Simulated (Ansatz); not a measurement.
HfO₂ (space group Fm-3m, No. 225): a calculation's input that goes back to an entry of the Crystallography Open Database (an earlier step may have relaxed or displaced it).

```cif
data_structure
_symmetry_space_group_name_H-M 'Fm-3m'
_symmetry_Int_Tables_number 225
_cell_length_a 5.0584
_cell_length_b 5.0584
_cell_length_c 5.0584
_cell_angle_alpha 90.000
_cell_angle_beta 90.000
_cell_angle_gamma 90.000
_cell_volume 129.43
loop_
_atom_site_label
_atom_site_type_symbol
_atom_site_symmetry_multiplicity
_atom_site_Wyckoff_symbol
_atom_site_fract_x
_atom_site_fract_y
_atom_site_fract_z
_atom_site_occupancy
Hf1 Hf 4 a 0.00000 0.00000 0.00000 1
O1 O 8 c 0.25000 0.75000 0.75000 1
```

Bonds are taken as Hf–O below 2.5 Å; no other contact counts. The graph is simplified in the usual way: terminal and isolated atoms are pruned, two-connected atoms become edges.

Derive the underlying net.

The result is a binodal (4,8)-connected, three-periodic net: O is a 4-connected node; Hf is an 8-connected node, in the ratio 2:1. It is the flu net, known from fluorite. It is a single net, without interpenetration.

```json
{"node": "O", "links": "4", "point symbol": "4⁶", "coordination sequence": "4 22 24 82 64 182"}
{"node": "Hf", "links": "8", "point symbol": "4¹²·6¹²·8⁴", "coordination sequence": "8 12 48 42 128 92"}
```

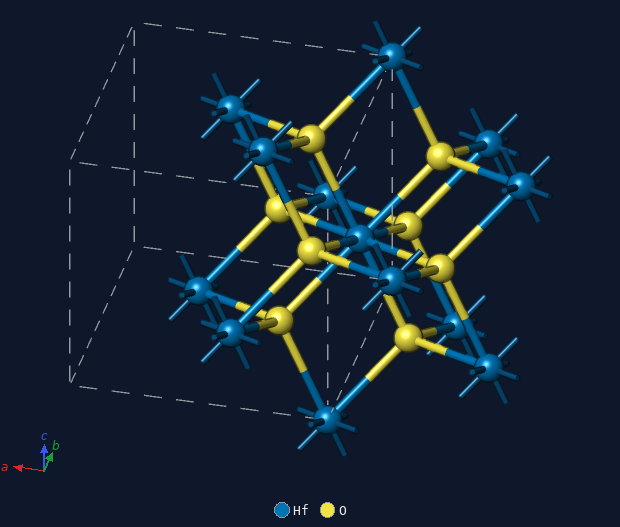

Nodes are coloured by topological kind. Edges to nodes outside the piece are drawn as stubs.
